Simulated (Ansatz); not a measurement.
SiHOCl: several calculations on one system

### Relaxation

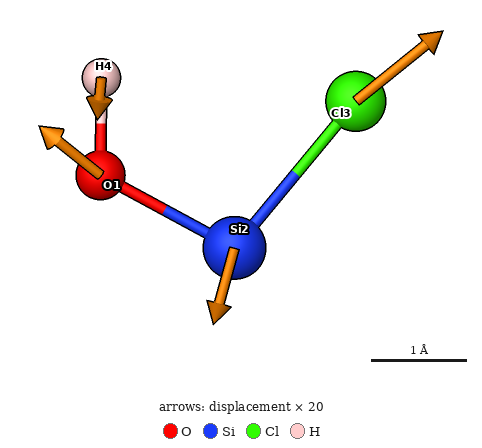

A relaxation of SiHOCl. The starting structure is drawn; orange arrows show the displacements, 20 times their true length. The two geometries are superimposed by the best rigid fit.

The picture is a ball-and-stick view, seen at a tilt.

The run prepares an end point of a later path (torsion) calculation, from a guessed geometry.

Computed with RKS LDA/def2-SVP (Ansatz 0.2.0). (no spin polarisation; force threshold 0.015 eV/Å; at most 40 steps)

> Which element moves most?

Chlorine: up to 0.060 Å, against 0.044 Å for oxygen.

> What did the optimiser do to the structure, and how much energy did it gain?

After 4 geometry steps the energy has fallen by 0.174 eV. The largest force component goes from 2.5 to 0.006 eV/Å. The largest move after the best rigid fit is that of Cl3, 0.060 Å. By element the largest moves are Cl 0.060 Å, O 0.044 Å, Si 0.043 Å, H 0.024 Å. Near-neighbour distances that change, for instance: Si2–Cl3 2.021 → 2.118 Å, O1–Si2 1.605 → 1.657 Å, O1–H4 1.027 → 0.981 Å.

### Relaxation

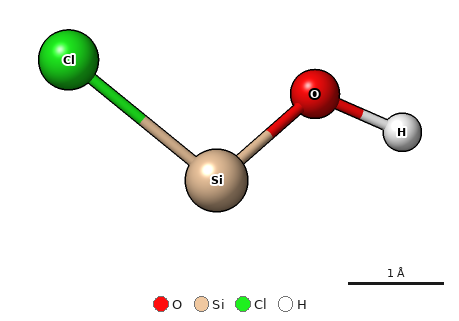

Starting structure of SiHOCl. The picture is a ball-and-stick view, seen at a tilt.

The run prepares an end point of a later path (torsion) calculation, from a guessed geometry.

Computed with RKS LDA/def2-SVP in Ansatz.

Input
```yaml
crystal:
  periodic: [false, false, false]
  atoms:
    - { symbol: O, position_ang: [-0.9172, 0.413, -0.2942] }
    - { symbol: Si, position_ang: [-0.4125, -0.7831, 0.6489] }
    - { symbol: Cl, position_ang: [-2.16549, -1.48742, 1.36644] }
    - { symbol: H, position_ang: [-0.204, 0.9781, -0.7711] }
basis:
  gaussian: { orbitals: def2-SVP }
hamiltonian:
  xc: lda
relax:
  f_tol: 0.015
  max_steps: 40
```

Command:
```bash
ansatz run input.yaml --threads 1 --pin off --max-ram 2048MiB --backend cpu --events-out ev --progress --plain --runs-dir out
```

### What does the optimiser find from here?

Si2 moves most after the best rigid fit: 0.054 Å. Largest moves by element: Si 0.054 Å, O 0.041 Å, H 0.036 Å, Cl 0.027 Å. Near-neighbour distances that change, for instance: Si2–Cl3 2.021 → 2.086 Å, O1–Si2 1.605 → 1.666 Å, O1–H4 1.027 → 0.978 Å. Bond angles that change, for instance: Si2–O1–H4 117.7° → 113.4°, O1–Si2–Cl3 101.3° → 98.3°. Over 7 geometry steps the energy falls by 3.79 kcal/mol. The largest force component goes from 2.7 to 0.0015 eV/Å.

History of the run:

```csv
step,"E − E(0), kcal/mol","largest force component, eV/Å"
0,0.00,2.6988
1,-3.16,1.1918
2,-3.60,0.3863
3,-3.74,0.1818
4,-3.77,0.0931
5,-3.78,0.0660
6,-3.79,0.0300
7,-3.79,0.0015
```

Final geometry:

```xyz
4

O    -0.9286    0.4504   -0.3048
Si   -0.3592   -0.7880    0.6533
Cl   -2.1917   -1.4889    1.3626
H    -0.2197    0.9470   -0.7610
```

After the run, drawn alike:

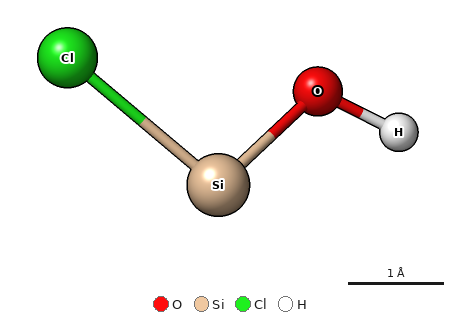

### Path

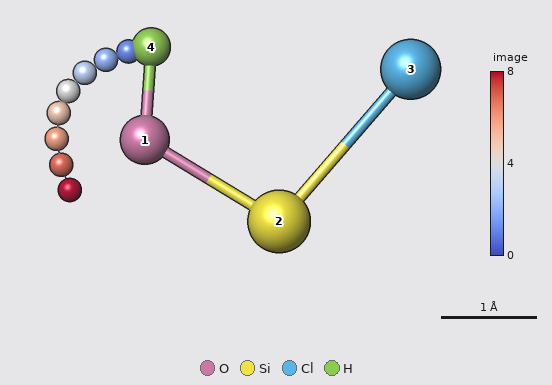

NEB run on SiHOCl. Images are numbered from 0 (start) to 8 (end). The start is drawn whole; smaller spheres mark the moving atoms (H) in the later images, joined by lines and coloured by the number of the image. Style: ball-and-stick. Shown face on.

Level of theory: RKS LDA/def2-SVP (Ansatz). Set-up: 7 movable images; climbing image; force threshold 0.03 eV/Å; iteration limit 60; starting path through a guess of the saddle point.

Q: What moves, how far, and at what cost in energy?

A: The motion is an in-plane inversion: the angle Si2–O1–H4 opens from 117° to 169° on the way and closes on the other side (113° at the end). No bond forms or breaks between the ends. Among the angles between lasting bonds that change up to the highest image: Si2–O1–H4 117.4° → 167.4°, O1–Si2–Cl3 99.5° → 101.7°. Forward barrier 6.9 kcal/mol, backward barrier 4.9 kcal/mol, with image 5 at the top; the reaction energy is +2.0 kcal/mol. The band converged in 29 iterations, with a climbing image at the top.

Cost: 2.5 min on 1 thread of Intel(R) Xeon(R) Processor @ 2.70GHz, with other jobs on the host, peak memory 0.11 GiB.
